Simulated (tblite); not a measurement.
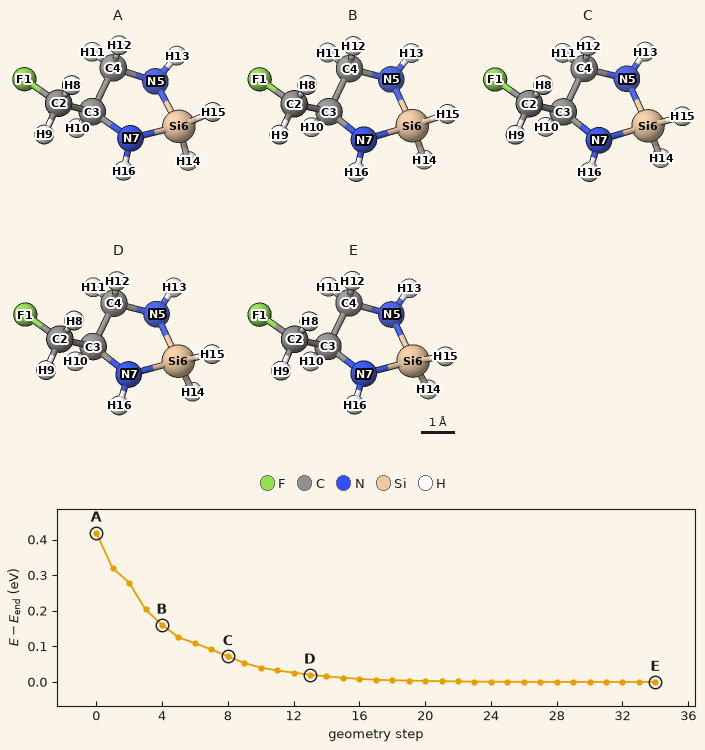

Frames of a relaxation of C₃H₉FN₂Si, marked on the history of the run. A ball-and-stick model, seen at a tilt.

All numbers below come from GFN2-xTB geometry optimisation, gas phase (tblite 0.8.0). 

Question: What happens along the run?

Answer: After 34 geometry steps the energy has fallen by 0.419 eV. H16 moves most after the best rigid fit: 0.37 Å. Largest moves by element: H 0.37 Å, N 0.08 Å, C 0.06 Å, F 0.05 Å, Si 0.03 Å. Among the contacts that change: C3–N7 1.491 → 1.444 Å, C4–N5 1.480 → 1.445 Å, C3–C4 1.556 → 1.533 Å, C4–H12 1.084 → 1.099 Å. Among the angles between lasting bonds that change: Si6–N7–H16 107.4° → 123.2°, Si6–N5–H13 109.6° → 124.2°, N5–Si6–H15 109.9° → 119.2°. Cost: 0.17 s on 1 thread of Intel(R) Xeon(R) Platinum 8488C, with other jobs on the host. From step 0 to 4: H16 moves most (0.12 Å), energy −0.259 eV. From step 4 to 8: H16 moves most (0.12 Å), energy −0.089 eV. From step 8 to 13: H atoms move most (0.11 Å), energy −0.051 eV. From step 13 to 34: H15 moves most (0.10 Å), energy −0.020 eV.

```tsv
step	E − E(0), eV
0	0.0000
1	-0.1000
2	-0.1401
3	-0.2158
4	-0.2588
5	-0.2940
6	-0.3104
7	-0.3281
8	-0.3474
9	-0.3661
10	-0.3789
11	-0.3871
13	-0.3989
14	-0.4037
15	-0.4077
16	-0.4109
18	-0.4146
19	-0.4156
20	-0.4164
21	-0.4172
23	-0.4184
24	-0.4187
25	-0.4189
26	-0.4191
28	-0.4192
29	-0.4193
30	-0.4193
31	-0.4193
33	-0.4193
34	-0.4194
```
